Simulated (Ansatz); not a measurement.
# Ca2Zn2As2O: relaxing a made-up structure, part 2 of 2

Starting from a made-up structure for Ca2Zn2As2O, the aim is the relaxed cell, its shortest contacts and, where a second run follows, its electronic structure.

Ansatz 0.2.0; DFT, PBE, plane-wave PAW, files of the set soft_1, scalar-relativistic, no spin, cell and ions relaxed at zero pressure; PAW set soft_1 (the session's first sound run).

So far: Set-up; Relaxation of the guess. The relaxed cell has a = 4.269, c = 14.679 Å (conventional setting).

## 3. Electronic structure of the relaxed cell

A second self-consistent run takes a narrower smearing and the mesh shown in its input; the bands follow along the standard path of the relaxed lattice.

This step: DFT, PBE, plane-wave PAW, files of the set soft_1, scalar-relativistic, no spin, bands and density of states at the relaxed cell; PAW set soft_1 (Ansatz 0.2.0).

The input, input.yaml:

```yaml
crystal:
  lattice:
    - [-2.1342547521, 2.1342547521, 7.33967076]
    - [2.1342547521, -2.1342547521, 7.33967076]
    - [2.1342547521, 2.1342547521, -7.33967076]
  atoms:
    - { symbol: As, position: [0.1276397891, 0.1276397891, 0.0] }
    - { symbol: As, position: [0.8723602109, 0.8723602109, 0.0] }
    - { symbol: Zn, position: [0.5, 0.0, 0.5] }
    - { symbol: Zn, position: [0.0, 0.5, 0.5] }
    - { symbol: Ca, position: [0.3395570989, 0.3395570989, 0.0] }
    - { symbol: Ca, position: [0.6604429011, 0.6604429011, 0.0] }
    - { symbol: O, position: [0.5, 0.5, 0.0] }
kpoints:
  mp_grid: { grid: [10, 10, 10] }
  band_path:
    path:
      - [[0.0, 0.0, 0.0], [-0.5, 0.5, 0.0], [-0.5, 0.5, -0.04227751], [-0.27113875, 0.27113875, -0.27113875], [0.0, 0.0, 0.0], [0.5, 0.5, -0.5], [0.27113875, 0.72886125, -0.72886125], [0.0, 0.5, -0.5], [-0.25, 0.75, -0.25], [0.04227751, 0.95772249, -0.5], [0.5, 0.5, -0.5]]
      - [[-0.5, 0.5, 0.0], [-0.25, 0.75, -0.25]]
    npoints: 7
scf:
  occupations: { method: fermi_dirac, width: 0.03 }
  n_extra_bands: 11
hamiltonian:
  xc: pbe
  pseudopotentials: { kind: paw, azcp: { folder: soft_1 } }
output:
  forces: true
  stress: true
  write_bands: true
  dos: { projected: true }
  write_density: true
  write_potential: true
  elf: true
  volumetric_format: npy
```

The run is started by

```
> ansatz run input.yaml --threads 4 --pin off --max-ram 10240MiB --backend cpu --events-out ev --progress --plain --runs-dir out
```

Numbers of over 12 decimals in the logs are rounded to 6 here.

What it wrote:

```text
[...]
Crystal: 7 atoms, lattice volume = 133.730 Å³
Basis set: ecut = 420 eV, 2593 PW (Γ), FFT grids on a1−a2, a2, a1+a3, exchange–correlation on 90×108×60 points (8 copies of the dense FFT grid, shifted against one another)
Bands: 51, of which v1, the nominal top of the filled ones, is band 40 counted from 1 (39 counted from 0)
Symmetry: 16 space group operations
[...]
k-points: 102 of 1000
[...]
SCF iter   1: F=—  HF=-20565.350691 eV  |F-HF|=—  |Δ(HF+E_count)|=         —  Δρ=1.38e-1  dr2=6.87e1  ethr=3.10e-3  ⟨swp⟩=9.0  Hψ=25505  notcnv=0  defer=5
[...]
SCF iter  13: F=-20556.267572 eV  HF=-20556.267572 eV  |F-HF|=1.04e-8  |Δ(HF+E_count)|=   4.56e-9  Δρ=3.14e-6  dr2=1.76e-8  ethr=1.25e-10  ⟨swp⟩=16.7  Hψ=38035  notcnv=0
SCF 1 converged in 13 iterations: F = -20556.267572 eV  dr2 = 1.76e-8
[...]
NSCF: frozen V_eff on 79 k-points
SCF converged after 13 iterations
Free energy (F): -20556.267572 eV
[...]
Internal energy: -20556.266180 eV  (E = F + TS)
E sigma→0 (E₀):  -20556.266876 eV
Entropy (-TS):   -0.001391 eV (-0.199 meV/atom)
Fermi energy:    8.974707 eV
[...]
--- Forces (eV/Å), atoms counted from 1 ---
  atom   1  As    -0.00000000     0.00000000     0.00332763
  atom   2  As     0.00000000     0.00000000    -0.00332763
  atom   3  Zn     0.00000000     0.00000000     0.00000000
  atom   4  Zn     0.00000000     0.00000000     0.00000000
  atom   5  Ca     0.00000000     0.00000000    -0.00277773
  atom   6  Ca     0.00000000     0.00000000     0.00277773
  atom   7  O      0.00000000    -0.00000000    -0.00000000
  max |Σ_I F_I| component: 2.06e-18 eV/Å
--- Stress (GPa, compression-positive) ---
       -0.017632       0.000000      -0.000000
        0.000000      -0.017632       0.000000
        0.000000       0.000000       0.035747
  P = ⅓ Tr σ = 0.0002 GPa (0.002 kbar)
--- Band table (eV; the first three rows and the last of 102) ---
  k-point 0: bands = [... 36 lower, 8.4322, 8.7676, 8.8372, 8.8372, 8.9395, 9.8626, 9.9512, 12.3368, ... 7 higher]
  k-point 1: bands = [... 36 lower, 7.9562, 8.1869, 8.3059, 8.8017, 9.8838, 10.7048, 10.7134, 12.0263, ... 7 higher]
  k-point 2: bands = [... 36 lower, 7.4087, 7.5214, 7.7379, 8.8322, 11.3051, 11.3098, 11.3905, 11.7998, ... 7 higher]
  k-point 101: bands = [... 36 lower, 8.2844, 8.2844, 8.7180, 8.9997, 8.9997, 10.5839, 11.5132, 12.0046, ... 7 higher]
```

It took 22 s on 4 threads of Arm Neoverse V1, shared host; peak memory 0.87 GiB.

Numbers from this step:

- free energy: -20556.2676 eV
- energy at zero smearing: -20556.2669 eV
- smearing term TS: 0.001391 eV
- Fermi energy: 8.975 eV
- pressure: 1.61e-4 GPa

From bands.tsv, the bands that come nearest the Fermi level along the path, at its corners, in eV from the Fermi level:

```tsv
point	band 37	band 38	band 39	band 40	band 41	band 42	band 43	band 44
Γ	-0.54	-0.21	-0.14	-0.14	-0.04	0.89	0.98	3.36
X	-2.41	-1.50	-1.02	-0.11	1.39	1.62	3.00	3.92
Y	-2.39	-1.51	-1.11	-0.21	1.52	1.63	3.12	3.72
S	-1.44	-1.39	-1.07	-0.66	0.76	3.03	3.13	3.85
Γ	-0.54	-0.21	-0.14	-0.14	-0.04	0.89	0.98	3.36
Z	-0.69	-0.69	-0.26	0.02	0.02	1.61	2.54	3.03
S1	-1.44	-1.39	-1.07	-0.66	0.76	3.03	3.13	3.85
N	-1.46	-1.40	-1.16	-0.67	1.09	2.78	3.28	3.34
P	-2.54	-1.25	-1.25	-0.17	1.52	1.52	3.13	4.08
Y1	-2.39	-1.51	-1.11	-0.21	1.52	1.63	3.12	3.72
Z	-0.69	-0.69	-0.26	0.02	0.02	1.61	2.54	3.03
X	-2.41	-1.50	-1.02	-0.11	1.39	1.62	3.00	3.92
P	-2.54	-1.25	-1.25	-0.17	1.52	1.52	3.13	4.08
```

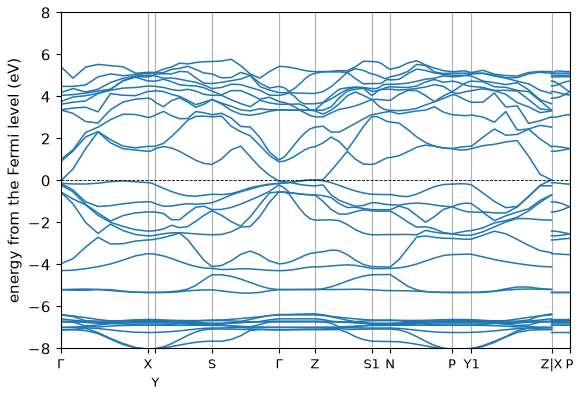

Bands along the path. 21 bands lie wholly below the window drawn.

States per cell as run, both spins, in windows of 1 eV, from dos.tsv (zero at the Fermi level):

```
from  to  total
  -8  -7   6.04
  -7  -6  13.93
  -6  -5   3.32
  -5  -4   1.92
  -4  -3   1.86
  -3  -2   3.48
  -2  -1   4.68
  -1   0   2.74
   0   1   0.25
   1   2   2.38
   2   3   2.62
   3   4   4.86
```

A further 42.0 states lie below the table's range.

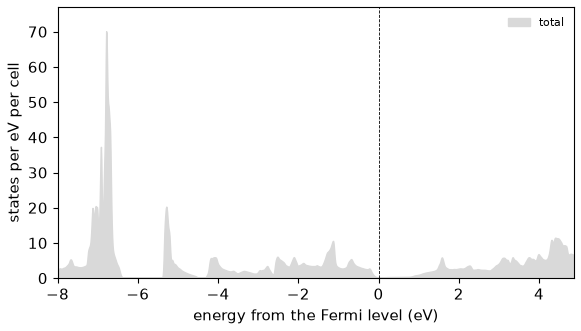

Total density of states, smoothed over about 0.04 eV.

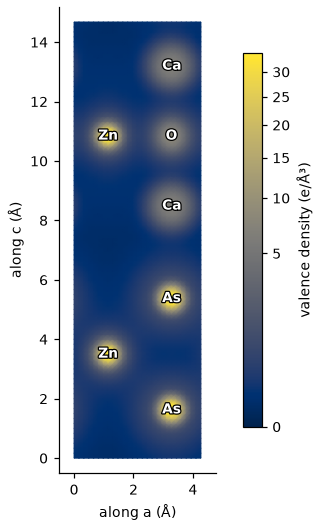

Valence density in the ac plane of the conventional cell at fractional y = 0.000, with atoms of As and Zn and Ca and O within 0.2 Å of it. It is the smooth field of the valence electrons, not physical close to the nuclei. The map starts off the cell's origin, so that atoms lie inside it. The colour scale is stretched toward low values.

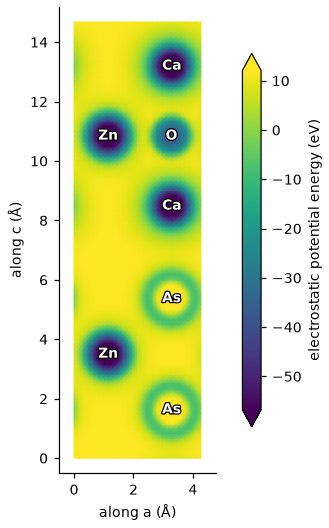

Electrostatic potential energy in the ac plane of the conventional cell at fractional y = 0.000, with atoms of As and Zn and Ca and O within 0.2 Å of it. With pseudopotentials it is smooth inside the atoms' cores, unlike the true potential. The map starts off the cell's origin, so that atoms lie inside it.

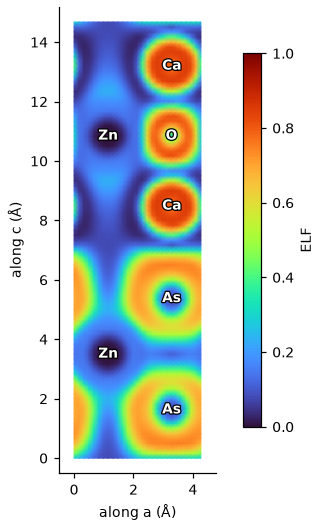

ELF in the ac plane of the conventional cell at fractional y = 0.000, with atoms of As and Zn and Ca and O within 0.2 Å of it. It is the smooth field of the valence electrons, not physical close to the nuclei. The map starts off the cell's origin, so that atoms lie inside it.

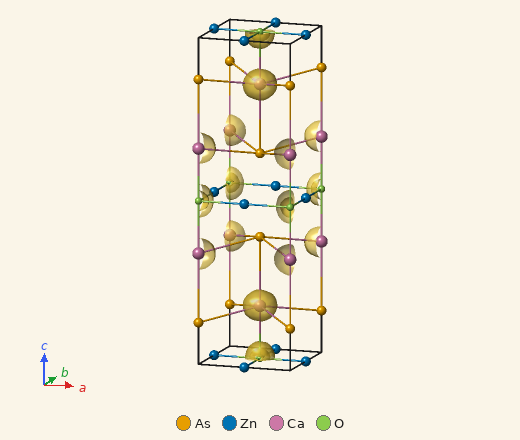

Surface of ELF = 0.77.

## 4. Outcome

| Item | Value |
| --- | --- |
| space group, relaxed | I4/mmm |
| conventional cell | a = 4.269, b = 4.269, c = 14.679 Å; α = 90.0°, β = 90.0°, γ = 90.0° |
| volume per atom | 19.10 Å³ (guess 17.68) |

What this shows: Ca2Zn2As2O relaxes to I4/mmm with a = 4.269, b = 4.269 and c = 14.679 Å. The guessed volume was 7 % too small. The space group I4/mmm was held in the relaxation, so the end point is a stationary structure within it and may be a saddle against distortions or other arrangements. Bands cross the Fermi level, so it is a metal or semimetal at this level. Semilocal functionals can close a small real gap, so this isn't settled for compounds with anions. On the 10×10×10 mesh with the narrower smearing (relaxed on 9×9×9) the largest force component is 0.003 eV/Å and the largest stress component is 0.036 GPa, within the relaxation's thresholds of 0.015 eV/Å and 0.05 GPa. The cutoff wasn't tested. No dispersion term is used, so weakly bound directions may come out too long. Nothing here tests whether the compound is stable against decomposition.

[Logs are printed without paths, hosts, clocks, repeated set-up lines and the standing remarks that a program may print on its own settings, such as how far it seeks lower states.]

[Hosts, paths, dates, database ids (printed as entryN), source tags and the programs' standing remarks are cut or masked in the printed files.]
